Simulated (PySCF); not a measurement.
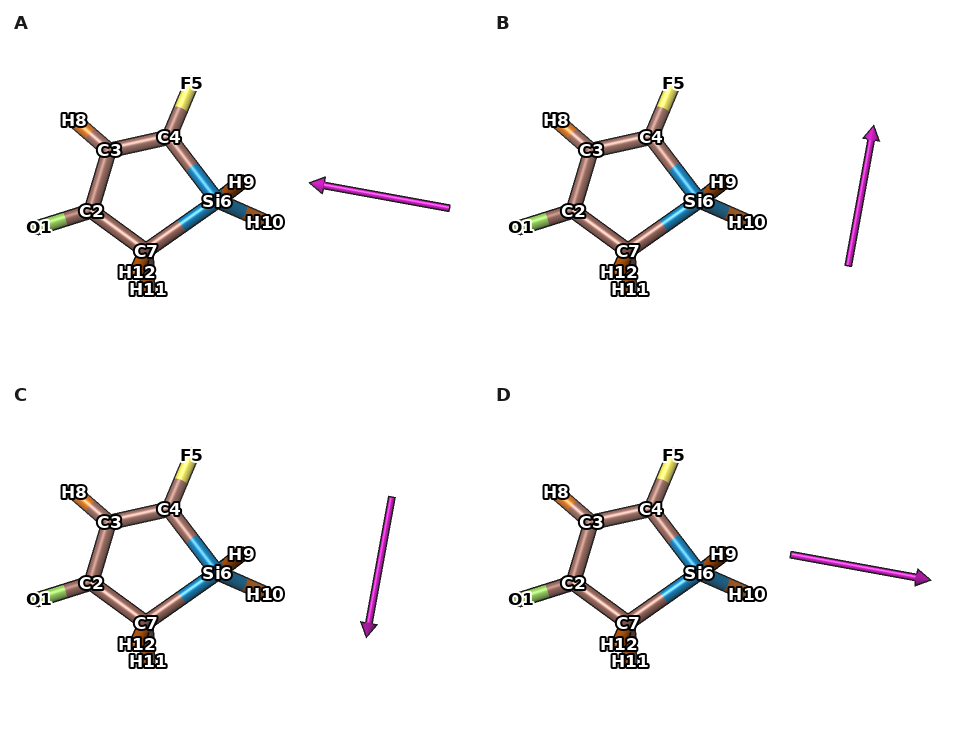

The same molecule four times, each with an arrow. The geometry was computed by an optimisation with GFN2-xTB. No frequency run is at hand to confirm it as a minimum. Properties computed with PBE0/pcSseg-1, gas phase (PySCF 2.14.0).

### Which arrow points along the dipole moment, from the negative to the positive end?

D. The dipole moment is 2.92 D; it points from the side of O1 to the side of H10 (the outermost atoms at the two ends).

The geometry is semi-empirical. Around Si such bond lengths and angles can be off by a tenth of an ångström or more and by several degrees, and values that hang on the shape move with them.
